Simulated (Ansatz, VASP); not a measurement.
**BPb in two plane-wave programs**

Aim: how closely do two programs agree when they are given the same cell, functional and k mesh? The cell is invented: As first built, before any earlier steps moved the atoms: it takes the GeSb structure with all of its atoms replaced by other elements, volume scaled by an estimate. It may not be a known or stable phase. The cell comes out of earlier VASP steps on this material, which relaxed, scaled or displaced it; both programs get it as it stands.

Program: Ansatz 0.2.0. Level of theory: plane waves, with VASP 6.6.1 beside it; zone-centre phonons at r2SCAN with D4. Results are calculated unless marked as measured.

## (1) Starting point

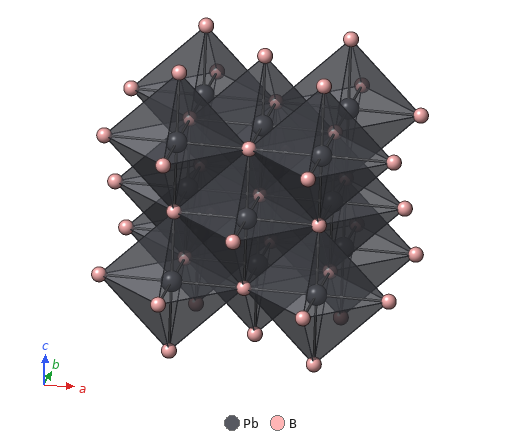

The starting structure, seen slightly off an axis (lead dark grey, boron pink). This picture shows the conventional cell, with its axes. Some periodic images of atoms are drawn too.

Coordinates:

```xyz
2
Lattice="0.0000 2.6006 2.6006 2.6006 0.0000 2.6006 2.6006 2.6006 0.0000" Properties=species:S:1:pos:R:3 pbc="T T T"
Pb    0.0000    0.0000    0.0000
B     2.6006    2.6006    2.6006
```

## (2) VASP: zone-centre phonons, r2SCAN with D4

Second derivatives magnify differences that forces hide, and they need a tight electronic threshold.

Lines of VASP's logs that name or quote its potential files are left out, and so is its time.

INCAR reads:

```
SYSTEM = BPb
PREC = Accurate
ENCUT = 420
EDIFF = 1E-08
NELM = 100
ISMEAR = -1
SIGMA = 0.05
LREAL = .FALSE.
ALGO = Normal
METAGGA = R2SCAN
IVDW = 13
VDW_S6 = 1
VDW_S8 = 0.6018749
VDW_A1 = 0.51559235
VDW_A2 = 5.77342911
LASPH = .TRUE.
LORBIT = 11
LWAVE = .FALSE.
LCHARG = .FALSE.
IBRION = 6
NFREE = 2
POTIM = 0.015
ISIF = 2
NSW = 1
```

POSCAR reads:

```
BPb
1.0
    0.0000000000      2.6006127959      2.6006127959
    2.6006127959      0.0000000000      2.6006127959
    2.6006127959      2.6006127959      0.0000000000
Pb B
1 1
Direct
    0.0000000000      0.0000000000      0.0000000000
    0.5000000000      0.5000000000      0.5000000000
```

KPOINTS reads:

```
Automatic mesh
0
Gamma
9 9 9
0 0 0
```

The projector-augmented-wave data sets are Pb_d and B (PBE family, release 64).

Run with:

```console
mpirun -np 1 vasp_std
```

Numbers of over 12 decimals in the logs are rounded to 6 here.

Output:

```text
[banner, memory and clock lines left out]
running    1 mpi-ranks, on    1 nodes
 distrk:  each k-point on    1 cores,    1 groups
 distr:  one band on    1 cores,    1 groups

 POSCAR found type information on POSCAR PbB
 POSCAR found :  2 types and       2 ions
|                                                                             |
|               ----> ADVICE to this user running VASP <----                  |
|                                                                             |
|     You enforced a specific xc type in the INCAR file but a different       |
|     [... a line on the potential file left out ...]
|     I HOPE YOU KNOW WHAT YOU ARE DOING!                                     |
|                                                                             |

 LDA part: xc-table for (None), standard interpolation
 POSCAR, INCAR and KPOINTS ok, starting setup
 FFT: planning ... GRIDC
 FFT: planning ... GRID_SOFT
 FFT: planning ... GRID
 WAVECAR not read
 entering main loop
       N       E                     dE             d eps       ncg     rms          rms(c)
DAV:   1     0.563843695651E+02    0.56384E+02   -0.75605E+03   868   0.137E+03
DAV:   2    -0.590923984718E+02   -0.11548E+03   -0.11205E+03   896   0.340E+02
DAV:   3    -0.649649115509E+02   -0.58725E+01   -0.56863E+01  1044   0.886E+01
DAV:   4    -0.651186963670E+02   -0.15378E+00   -0.14736E+00  1052   0.137E+01
DAV:   5    -0.651233804351E+02   -0.46841E-02   -0.46823E-02  1112   0.238E+00    0.237E+00
DAV:   6    -0.610360780542E+02    0.40873E+01   -0.20076E+00  1008   0.339E+01    0.125E+00
DAV:   7    -0.610236558061E+02    0.12422E-01   -0.95478E-02   988   0.336E+00    0.627E-01
DAV:   8    -0.610263635805E+02   -0.27078E-02   -0.11605E-02  1028   0.148E+00    0.244E-01
DAV:   9    -0.610276869092E+02   -0.13233E-02   -0.20708E-03   932   0.562E-01    0.500E-02
DAV:  10    -0.610276100167E+02    0.76892E-04   -0.34266E-04  1032   0.332E-01    0.127E-02
DAV:  11    -0.610276112436E+02   -0.12269E-05   -0.60799E-06  1024   0.295E-02    0.103E-02
DAV:  12    -0.610276089983E+02    0.22453E-05   -0.10660E-05  1044   0.568E-02    0.586E-04
DAV:  13    -0.610276090172E+02   -0.18815E-07   -0.18690E-07  1028   0.426E-03    0.365E-04
DAV:  14    -0.610276089820E+02    0.35202E-07   -0.96204E-09   724   0.121E-03    0.729E-05
DAV:  15    -0.610276089761E+02    0.58888E-08   -0.12929E-09   580   0.633E-04
   1 F= -.61278588E+02 E0= -.61275124E+02  d E =-.692933E-02
[...]
2 F= -.61278286E+02 E0= -.61274825E+02  d E =-.692301E-02
[...]
3 F= -.61278286E+02 E0= -.61274825E+02  d E =-.692301E-02
[...]
4 F= -.61278287E+02 E0= -.61274825E+02  d E =-.692301E-02
 Finite differences progress:
  Degree of freedom:   2/  2
  Displacement:        1/  2
  Total:               3/  4
 bond charge predicted
       N       E                     dE             d eps       ncg     rms          rms(c)
DAV:   1    -0.610269682259E+02    0.34375E-03   -0.45826E-01  1808   0.392E+00    0.751E-02
DAV:   2    -0.610273266953E+02   -0.35847E-03   -0.54236E-03  2320   0.646E-01    0.400E-02
DAV:   3    -0.610272998578E+02    0.26837E-04   -0.28850E-04  2036   0.123E-01    0.104E-02
DAV:   4    -0.610273081905E+02   -0.83327E-05   -0.41715E-05  2268   0.456E-02    0.947E-03
DAV:   5    -0.610273118442E+02   -0.36536E-05   -0.38684E-06  2056   0.167E-02    0.265E-03
DAV:   6    -0.610273119678E+02   -0.12368E-06   -0.60714E-07  2200   0.675E-03    0.861E-04
DAV:   7    -0.610273119799E+02   -0.12090E-07   -0.82825E-08  2056   0.237E-03    0.221E-04
DAV:   8    -0.610273119787E+02    0.12321E-08   -0.22093E-09  1304   0.475E-04
   5 F= -.61278287E+02 E0= -.61274825E+02  d E =-.692300E-02
 Finite differences progress:
  Degree of freedom:   2/  2
  Displacement:        2/  2
  Total:               4/  4
```

OUTCAR, selected parts (step 2):

```text
ion  position               nearest neighbor table
   1  0.000  0.000  0.000-   2 2.60   2 2.60   2 2.60   2 2.60   2 2.60   2 2.60
   2  0.500  0.500  0.500-   1 2.60   1 2.60   1 2.60   1 2.60   1 2.60   1 2.60

  LATTYP: Found a face centered cubic cell.
 ALAT       =     5.2012255918

 Subroutine GETGRP returns: Found 48 space group operations
 (whereof 48 operations were pure point group operations)

The static configuration has the point symmetry O_h .

 Found     35 irreducible k-points:

   k-points           NKPTS =     35   k-points in BZ     NKDIM =     35   number of bands    NBANDS=     12

   dimension x,y,z NGX =    28 NGY =   28 NGZ =   28
   dimension x,y,z NGXF=    56 NGYF=   56 NGZF=   56

   ENCUT  =  420.0 eV  30.87 Ry    5.56 a.u.   6.15  6.15  6.15*2*pi/ulx,y,z

   NELECT =      17.0000    total number of electrons

 k-points in reciprocal lattice and weights: Automatic mesh
   0.00000000  0.00000000  0.00000000       0.001
   0.11111111  0.00000000  0.00000000       0.011
   0.22222222  0.00000000  0.00000000       0.011
   0.33333333  0.00000000  0.00000000       0.011
   0.44444444  0.00000000  0.00000000       0.011
   0.11111111  0.11111111  0.00000000       0.008
   0.22222222  0.11111111  0.00000000       0.033
   0.33333333  0.11111111  0.00000000       0.033
   0.44444444  0.11111111  0.00000000       0.033
[...]
-0.33333333  0.44444444  0.11111111       0.033
  -0.33333333  0.44444444  0.22222222       0.033

 average (electrostatic) potential at core
       1 -95.6462       2 -26.9581

 E-fermi :   7.6207

 k-point     1 :       0.0000    0.0000    0.0000
  band No.  band energies     occupation
    ...
      2      -9.8085      2.00000
      3      -9.8084      2.00000
      4      -9.7700      2.00000
      5      -9.7698      2.00000
      6      -5.8534      2.00000
      7       8.2464      0.00001
      8       8.2471      0.00001
      9       8.2471      0.00001
     10       9.7554      0.00000
     11      16.8859      0.00000
    ...

 k-point     2 :       0.1111    0.0000    0.0000
  band No.  band energies     occupation
    ...
      3      -9.8017      2.00000
      4      -9.7706      2.00000
      5      -9.7705      2.00000
      6      -5.6338      2.00000
      7       6.7112      2.00000
      8       8.3199      0.00000
      9       8.3204      0.00000
     10      10.8173      0.00000
     11      15.3280      0.00000
     12      15.8889      0.00000

 k-point     3 :       0.2222    0.0000    0.0000
  band No.  band energies     occupation
    ...
      3      -9.8129      2.00000
      4      -9.7297      2.00000
      5      -9.7297      2.00000
      6      -4.9718      2.00000
      7       4.3688      2.00000
      8       8.5423      0.00000
      9       8.5429      0.00000
     10      11.7418      0.00000
     11      13.7969      0.00000
     12      14.2606      0.00000

  DFT-D4 for vdW energy calculation

  Edisp (eV):   -0.25098

  Total      -0.01101    -0.01761    -0.01761     0.00000     0.00000     0.00000
  in kB      -0.50128    -0.80203    -0.80203     0.00000     0.00000     0.00000
  external pressure =       -0.70 kB  Pullay stress =        0.00 kB

  energy-cutoff  :      420.00
  volume of cell :       35.18
      direct lattice vectors                 reciprocal lattice vectors
     0.000000000  2.600612796  2.600612796    -0.192262378  0.192262378  0.192262378
     2.600612796  0.000000000  2.600612796     0.192262378 -0.192262378  0.192262378
     2.600612796  2.600612796  0.000000000     0.192262378  0.192262378 -0.192262378

 POSITION                                       TOTAL-FORCE (eV/Angst)
 -----------------------------------------------------------------------------------
      0.00000      0.00000      0.00000        -0.039651      0.000000      0.000000
      2.58561      2.60061      2.60061         0.039651      0.000000      0.000000
 -----------------------------------------------------------------------------------
    total drift:                               -0.000058      0.000000     -0.000000

  FREE ENERGIE OF THE ION-ELECTRON SYSTEM (eV)
  ---------------------------------------------------
  free  energy   TOTEN  =       -61.2782869842 eV

  energy  without entropy=      -61.2713639810  energy(sigma->0) =      -61.27482548

 Eigenvectors and eigenvalues of the dynamical matrix
 ----------------------------------------------------

   1 f  =    7.927567 THz    49.810370 2PiTHz  264.435160 cm-1    32.785767 meV
             X         Y         Z           dx          dy          dz
      0.000000  0.000000  0.000000     0.223070   -0.000000   -0.000000
      2.600613  2.600613  2.600613    -0.974802    0.000000   -0.000000

   2 f  =    7.927567 THz    49.810370 2PiTHz  264.435160 cm-1    32.785767 meV
             X         Y         Z           dx          dy          dz
      0.000000  0.000000  0.000000    -0.000000   -0.223070   -0.000000
      2.600613  2.600613  2.600613     0.000000    0.974802   -0.000000

   3 f  =    7.927567 THz    49.810370 2PiTHz  264.435160 cm-1    32.785767 meV
             X         Y         Z           dx          dy          dz
      0.000000  0.000000  0.000000     0.000000    0.000000   -0.223070
      2.600613  2.600613  2.600613     0.000000    0.000000    0.974802

   4 f/i=    0.003122 THz     0.019616 2PiTHz    0.104136 cm-1     0.012911 meV
             X         Y         Z           dx          dy          dz
      0.000000  0.000000  0.000000     0.968508   -0.110397    0.006649
      2.600613  2.600613  2.600613     0.221630   -0.025263    0.001522

   5 f/i=    0.003122 THz     0.019616 2PiTHz    0.104136 cm-1     0.012911 meV
             X         Y         Z           dx          dy          dz
      0.000000  0.000000  0.000000     0.110511    0.963696   -0.096527
      2.600613  2.600613  2.600613     0.025289    0.220529   -0.022089

   6 f/i=    0.003122 THz     0.019616 2PiTHz    0.104136 cm-1     0.012911 meV
             X         Y         Z           dx          dy          dz
      0.000000  0.000000  0.000000    -0.004359   -0.096657   -0.969989
      2.600613  2.600613  2.600613    -0.000997   -0.022119   -0.221969

 ELASTIC MODULI CONTR FROM IONIC RELAXATION (kBar)
 Direction    XX          YY          ZZ          XY          YZ          ZX
 --------------------------------------------------------------------------------
 XX           0.0000      0.0000      0.0000      0.0000      0.0000      0.0000
 YY           0.0000      0.0000      0.0000      0.0000      0.0000      0.0000
 ZZ           0.0000      0.0000      0.0000      0.0000      0.0000      0.0000
 XY           0.0000      0.0000      0.0000      0.0000      0.0000      0.0000
 YZ           0.0000      0.0000      0.0000      0.0000      0.0000      0.0000
 ZX           0.0000      0.0000      0.0000      0.0000      0.0000      0.0000
 --------------------------------------------------------------------------------

 total charge
# of ion       s       p       d       tot
------------------------------------------
    1        1.267   0.914   9.843  12.024
    2        0.773   0.812   0.000   1.586
--------------------------------------------------
tot          2.041   1.726   9.843  13.609

[... 3 further parts left out ...]
```

CONTCAR:

```
BPb
   1.00000000000000
     0.0000000000000000    2.6006127959000001    2.6006127959000001
     2.6006127959000001    0.0000000000000000    2.6006127959000001
     2.6006127959000001    2.6006127959000001    0.0000000000000000
  Pb              B
     1     1
Direct
     0.0000000000000000    0.0000000000000000    0.0000000000000000
     0.5028839356677104    0.4971160643322896    0.4971160643322896
```

[end of part 1 of 2]

[Lines on the potential files, build, host, timing and source positions are cut from VASP's logs without a mark.]

[Logs are printed without paths, hosts, clocks, repeated set-up lines and the standing remarks that a program may print on its own settings, such as how far it seeks lower states.]

[Hosts, paths, dates, database ids (printed as entryN), source tags and the programs' standing remarks are cut or masked in the printed files.]
